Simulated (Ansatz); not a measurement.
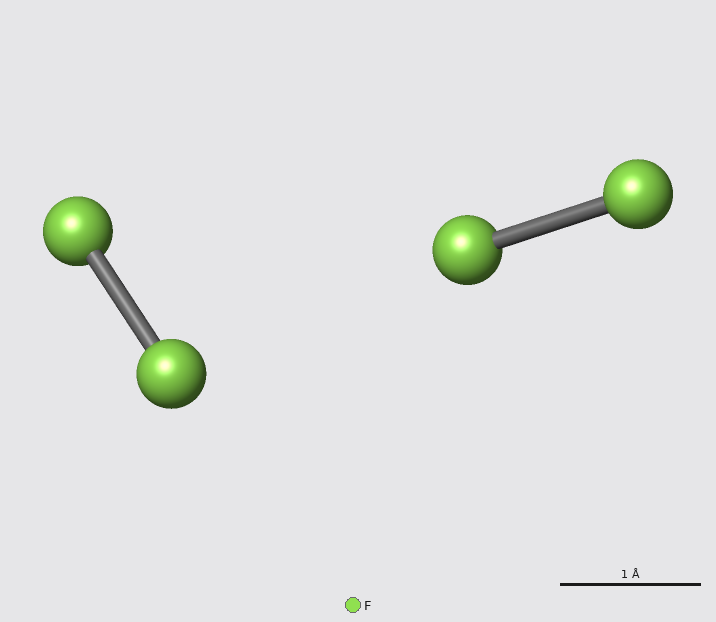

The picture shows the input geometry.

The calculation was set up as follows.

```yaml
crystal:
  periodic: [false, false, false]
  atoms:
    - {symbol: F, position_ang: [-0.545260, 0.256012, -1.388017]}
    - {symbol: F, position_ang: [0.503646, -0.334343, -2.125235]}
    - {symbol: F, position_ang: [-0.066370, 0.066282, 1.054209]}
    - {symbol: F, position_ang: [0.107984, 0.012049, 2.458943]}
basis:
  gaussian: {orbitals: def2-TZVP}
hamiltonian: {xc: pbe0, dispersion: d4}
relax: {f_tol: 0.005, max_steps: 200}
```

It was started with:

```sh
ansatz run in.yaml --threads 2 --pin off --events-out ev --progress --plain --max-ram 5222MiB
```

Output (its end):

```
mean field -10852.37493842 eV, -398.8174229829 hartree, gradient 1.6e-5 eV, S^2 0.000000; 1 other end points of the search recorded, 0 dependent functions left out
the calculation of the forces begins
reference -10852.37494964 eV, -398.8174233952 hartree; 18, 18 occupied and 106, 106 virtual orbitals, 624 factors
Total energy: -10852.39089946 eV, -398.8180095402 hartree
Atom 0 at    -0.619246     0.288472    -1.655601 Å, force     0.001797    -0.000997    -0.000740 eV/Å
Atom 1 at     0.546856    -0.354240    -2.001542 Å, force    -0.001843     0.001018     0.000638 eV/Å
Atom 2 at    -0.144193     0.111832     1.169227 Å, force     0.001246    -0.000545     0.004564 eV/Å
Atom 3 at     0.216583    -0.046064     2.487816 Å, force    -0.001200     0.000523    -0.004462 eV/Å
Dipole moment:     0.001259    -0.000920    -0.008233 e Å
```
